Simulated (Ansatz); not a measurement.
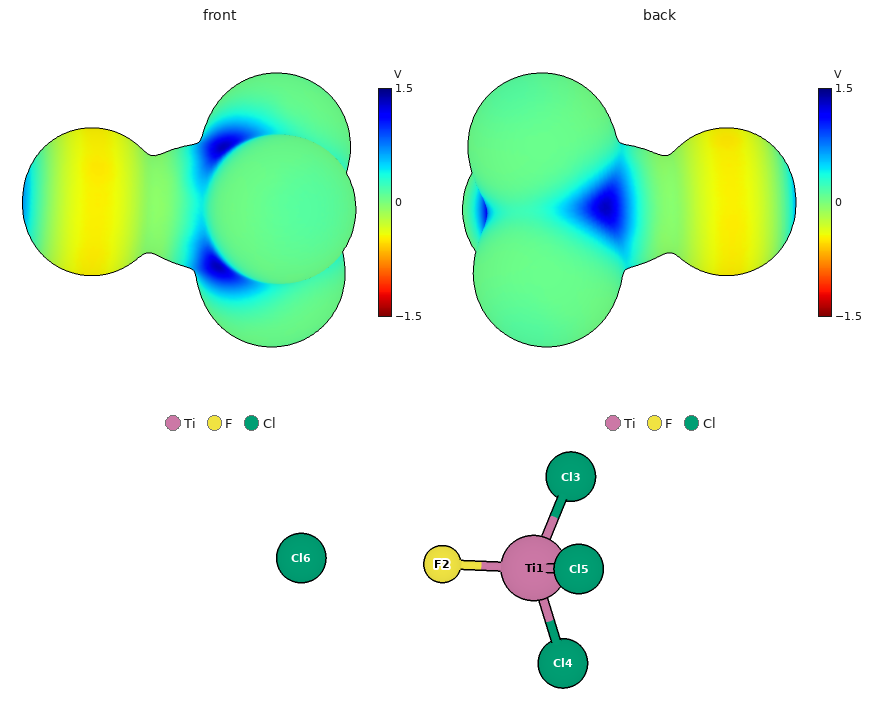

*Cl3FTi···Cl (doublet). The electrostatic potential painted on the density surface at 0.001 e/bohr³, seen from the front and from behind; red is negative and blue positive. The bare structure is drawn below in the same view.*

All numbers below come from Ansatz, UKS PBE/def2-SVP.

Input

```
crystal:
  periodic: [false, false, false]
  atoms:
    - { symbol: Ti, position_ang: [0.000565, 0.0, -0.54536] }
    - { symbol: F, position_ang: [0.000765, 0.0, 2.475089] }
    - { symbol: Cl, position_ang: [2.173752, 0.0, -0.805005] }
    - { symbol: Cl, position_ang: [-1.086033, 1.881995, -0.804907] }
    - { symbol: Cl, position_ang: [-1.086033, -1.881995, -0.804907] }
    - { symbol: Cl, position_ang: [-0.000717, 0.0, 4.07749] }
magnetization:
  spin_polarized: true
  initial_magnetization: 1
basis:
  gaussian: { orbitals: def2-SVP }
hamiltonian:
  xc: pbe
relax:
  f_tol: 0.03
  max_steps: 50
output:
  orbitals: {}
```

Command:

```sh
ansatz run input.yaml --threads 4 --pin off --max-ram 5120MiB --backend cpu --events-out ev --progress --plain --runs-dir out
```

The fields are those of the run's last geometry, not of the input's.

Which sites attract a positive test charge, and which a negative one?

Answer. A positive charge is drawn to the negative regions and a negative charge to the positive ones. The most negative region (about −0.5 V) lies over Cl6, the most positive (about +1.2 V) over Ti1.
